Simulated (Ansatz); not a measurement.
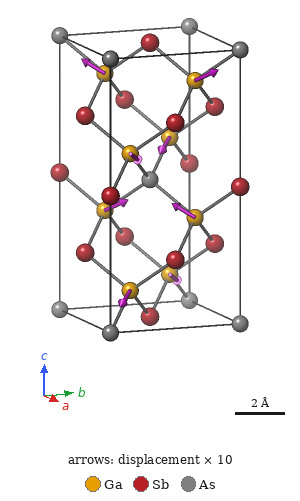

This is a relaxation of a crystal of Ga4Sb3As (a generated structure, set up in I-42m) (coarse preliminary run). The starting structure is drawn; purple arrows show the displacements (the part carried along by the change of the cell is left out), 10 times their true length.

Style: ball-and-stick. Shown: the conventional cell (2 times the calculation's cell), slightly off an axis. Lengths and directions refer to the drawn axes.

These are results of DFT PBE, scalar-relativistic, plane waves, PAW in Ansatz, not measurements. Settings: plane-wave cutoff 420 eV; k-point mesh 4 × 4 × 4; occupations gaussian; smearing width 0.1 eV; no spin polarisation; cell and atoms relaxed; force threshold 0.04 eV/Å; at most 70 steps.

### Which element moves most?

Gallium: up to 0.12 Å, against 0.00 Å for arsenic.

### What happened in the run?

After 3 accepted moves (4 points after the start) the energy has fallen by 1.722 eV per cell of the calculation. Largest force component: 0.82 eV/Å at the start, 0.0082 eV/Å at the end. Pressure: 14.46 GPa at the start and 0.08 GPa at the end. The SCF was repeated once at an unchanged geometry on a basis and grid sized afresh for the cell, which shifted the energy by 11.2 meV per cell of the calculation at most. The largest moves relative to the cell, 0.12 Å, are those of Ga atoms. As and Sb stay in place. Cell: a = b 5.732 → 6.100 Å (+6.4 %), c 11.464 → 12.175 Å (+6.2 %). Volume +20.2 %. Some distances before and after: Ga–Sb 2.482 → 2.699 Å, Ga–Sb 2.482 → 2.673 Å, As–Ga 2.482 → 2.520 Å. Bond angles that change, for instance: Ga–Sb–Ga 109.5° → 114.1°, Sb–Ga–Sb 109.5° → 106.7°, Sb–Ga–As 109.5° → 112.1°. The space group stays I-42m (No. 121).
